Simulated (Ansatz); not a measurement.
**The cluster Zr2P2: trial inputs and their diagnosis**

Aim: try 2 inputs for the cluster Zr2P2 as typed, read how each ends, and find what has to change.

Method: the settings change from run to run; program: Ansatz 0.2.0, Gaussian basis.

3 further runs of the same task are left out: 3 set aside as unsound or not needed. Runs told in other sessions of the task aren't counted.

## 1. The geometry

An earlier PBE-D4/def2-SVP relaxation fixed the geometry. Zr takes a core potential in def2 sets; no spin-orbit term is included.

4 atoms, charge 0, spin multiplicity 1.

Atoms are counted from 1 here; the program's logs count them from 0.

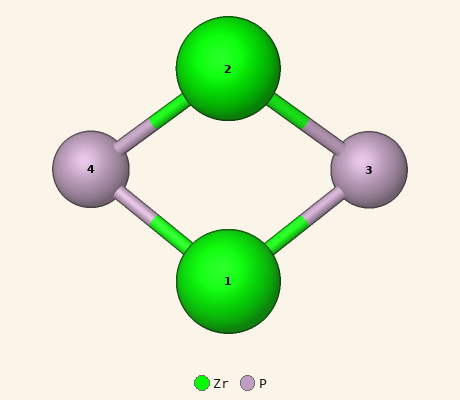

The geometry (zirconium green, phosphorus pink); atoms are numbered from 1 in the order of the file.

Coordinates:

```xyz
4

Zr   -0.65875    0.74985   -1.03055
Zr    0.29972   -1.30981    0.50282
P     1.67224    0.24562   -0.71522
P    -1.31321    0.31434    1.24295
```

## 2. Try 1

The input, in.yaml:

```yaml
crystal:
  periodic: [false, false, false]
  atoms:
    - {symbol: Zr, position_ang: [-1.449247, 1.649679, -2.267213]}
    - {symbol: Zr, position_ang: [0.659374, -2.881584, 1.106215]}
    - {symbol: P, position_ang: [3.678937, 0.540360, -1.573478]}
    - {symbol: P, position_ang: [-2.889064, 0.691545, 2.734498]}
basis:
  gaussian: {orbitals: def2-mTZVPP}
hamiltonian: {xc: {name: BHLYP}}
scf: {omitted_lower_state_checks: [starts]}
output: {forces: true}
```

On the command line:

```bash
$ ansatz run in.yaml --threads 4 --pin off --events-out ev --progress --plain --max-ram 3916MiB
```

Output:

```text
Functional definition: BHLYP
  name "BHLYP"
  cite "Becke, J. Chem. Phys. 98, 1372 (1993) doi:10.1063/1.464304"
  cite "Becke, Phys. Rev. A 38, 3098 (1988) doi:10.1103/PhysRevA.38.3098"
  cite "Lee, Yang & Parr, Phys. Rev. B 37, 785 (1988) doi:10.1103/PhysRevB.37.785"
  parameter a = 0.5
  exchange = (1 - a)*b88_x + a*exact_x
  correlation = lyp_c
these checks for a lower state are left out or cut short: starts
1284 factors; integrals over basis functions are off by at most 2.3e-4 eV
mean field evaluation 1: about -21043.4699 eV, gradient 8.4e1 eV
mean field evaluation 2: about -20443.2391 eV, gradient 3.0e2 eV
mean field evaluation 4: about -20683.5006 eV, gradient 2.6e2 eV
mean field evaluation 8: about -21106.7544 eV, gradient 2.8e1 eV
mean field evaluation 16: about -21112.7213 eV, gradient 1.3e-2 eV
mean field evaluation 32: about -21112.9491 eV, gradient 1.2e-1 eV
mean field evaluation 64: about -21112.9616 eV, gradient 3.3e-8 eV
mean field -21112.96157515 eV, -775.8870270075 hartree, gradient 4.1e-9 eV, S^2 0.000000; 0 other end points of the search recorded, 0 dependent functions left out
the calculation of the forces begins
reference -21112.96177813 eV, -775.8870344669 hartree; 27, 27 occupied and 93, 93 virtual orbitals, 1284 factors
Total energy: -21112.96177813 eV, -775.8870344669 hartree
Atom 0 at    -1.449247     1.649679    -2.267213 Å, force     0.175264    -0.096916     0.270688 eV/Å
Atom 1 at     0.659374    -2.881584     1.106215 Å, force    -0.024369     0.332283    -0.048887 eV/Å
Atom 2 at     3.678937     0.540360    -1.573478 Å, force    -0.379280    -0.110719     0.088417 eV/Å
Atom 3 at    -2.889064     0.691545     2.734498 Å, force     0.228385    -0.124648    -0.310217 eV/Å
Dipole moment:    -0.335180    -0.522790    -0.492670 e Å
Checks for a lower state left out: starts
```

Wall time 57 s (4 threads of Arm Neoverse V2, shared host).

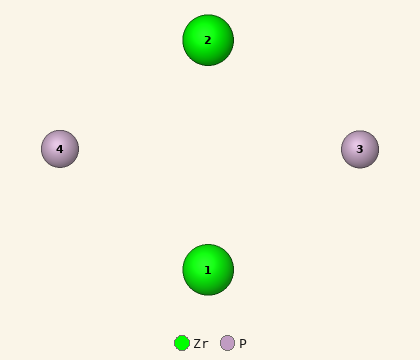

The geometry of this input.

**Diagnosis.** The run converged, but a converged run isn't a right one. The geometry is stretched to more than twice its size. The shortest distance is 5.29 Å (Zr1–P4), against 2.41 Å in the relaxed molecule. Its energy is no property of the relaxed molecule. To mend it, use the relaxed coordinates.

## 3. Try 2

The input, in.yaml:

```yaml
crystal:
  periodic: [true, true, true]
  atoms:
    - {symbol: Zr, position_ang: [-0.715358, 0.816132, -0.891638]}
    - {symbol: Zr, position_ang: [0.494237, -1.148020, 0.655077]}
    - {symbol: P, position_ang: [1.646957, -0.050278, -0.858998]}
    - {symbol: P, position_ang: [-1.152172, 0.267617, 1.303633]}
basis:
  gaussian: {orbitals: def2-mTZVPP}
total_charge: 1
magnetization: {spin_polarized: true, initial_magnetization: 1}
hamiltonian: {xc: {name: SPW92}}
scf: {omitted_lower_state_checks: [starts]}
```

Launched as before.

Output:

```text
Error: YAML parse error: error: line 2 column 3: crystal: missing field `lattice` (a structure is typed as `lattice` and `atoms`, a molecule's as `atoms` in Å alone, or read from a run's directory, `checkpoint`)
 --> <input>:2:3
  |
1 | crystal:
2 |   periodic: [true, true, true]
  |   ^ crystal: missing field `lattice` (a structure is typed as `lattice` and `atoms`, a molecule's as `atoms` in Å alone, or read from a run's directory, `checkpoint`)
3 |   atoms:
4 |     - {symbol: Zr, position_ang: [-0.715358, 0.816132, -0.891638]}
  |
```

Run time: 0.05 s. Hardware: 4 threads of Arm Neoverse V2, shared host.

What is wrong: The program refused the input. The molecule is marked periodic without a cell. It also asks for charge 1 and multiplicity 2, another species or state than the molecule above. Its coordinates are also moved off the relaxed structure (shortest distance 2.20 Å, against 2.41 Å), and have to be restored too. To mend it, set periodic to false, or give a lattice, and set charge and spin to those of the species named.

## 4. Summary

```csv
try,level,ended,cause,time
1,BHLYP/def2-mTZVPP,converged,the geometry is stretched to more than twice its size,57 s
2,SPW92/def2-mTZVPP,refused,the molecule is marked periodic without a cell,0.05 s
```

**Reading.** 1 converged, 1 refused. A refusal costs next to no computing time. The dangerous case is the input that converges on a wrong geometry, charge, spin, basis or grid: often only a look at the input shows it.
